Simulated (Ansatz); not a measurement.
The end point of a relaxation of GaN. Space group P6₃mc (No. 186), AFLOW prototype AB_hP8_186_ab_ab (B5, as in SiC). Calculation: r2SCAN (plane waves to 500 eV, PAW, scalar-relativistic; Ansatz, a quantum-chemistry and plane-wave program).

```cif
data_Ga4N4
_chemical_formula_sum 'Ga4 N4'
_space_group_name_H-M_alt 'P63mc'
_space_group_IT_number 186
_space_group_name_Hall 'P 6c -2c'
_cell_length_a 3.18181
_cell_length_b 3.18181
_cell_length_c 10.37793
_cell_angle_alpha 90.000
_cell_angle_beta 90.000
_cell_angle_gamma 120.000
loop_
_atom_site_label
_atom_site_type_symbol
_atom_site_symmetry_multiplicity
_atom_site_Wyckoff_symbol
_atom_site_fract_x
_atom_site_fract_y
_atom_site_fract_z
_atom_site_occupancy
Ga1 Ga 2 a 0.00000 0.00000 0.00052 1
Ga2 Ga 2 b 0.33333 0.66667 0.25022 1
N1 N 2 a 0.00000 0.00000 0.31251 1
N2 N 2 b 0.33333 0.66667 0.06237 1
```

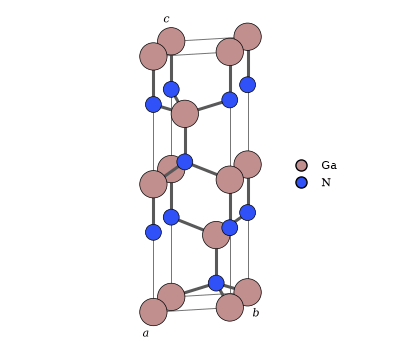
Figure. The conventional cell of the relaxed structure

Volume per atom: 11.37 Å³
Band gap: 2.26 eV, direct at Γ (no spin-orbit coupling)
Shortest distances: Ga–N 1.95 Å; Ga–Ga 3.18 Å; N–N 3.18 Å
k-mesh: 12×12×4

Band energies at high-symmetry points (eV from the VBM; labels of this space group; no spin-orbit coupling), from −5 eV up to 7.3 eV:

```tsv
point	energies
Γ	-3.94 -3.93 -1.04 -1.04 -0.56 -0.56 -0.52 -0.52 -0.02 0.00 0.00 2.26 4.53 4.85 5.03
M	-3.90 -3.18 -2.82 -2.00 -1.98 -1.92 -1.32 -1.02 4.23 4.56 5.92 6.32
K	-4.89 -4.89 -3.37 -3.37 -3.06 -2.23 -2.23 -1.54 6.47 6.47 7.03
A	-1.54 -1.54 -0.90 -0.90 -0.90 -0.90 -0.16 -0.16 -0.16 -0.16 3.43 3.43 5.05 5.05
L	-3.18 -3.18 -2.59 -2.59 -1.92 -1.92 -1.32 -1.32 4.86 4.86 5.70 5.70
H	-4.61 -4.61 -3.81 -3.81 -2.25 -2.25 -1.99 -1.99 6.03 6.03
```

No spin polarisation in the result.

The run could not lose the symmetry of its start.

The first start was generated by placing the elements on the sites of a structure type. A measured structure of GaN has the same space group, P6₃mc (No. 186); the sites were not compared with it.
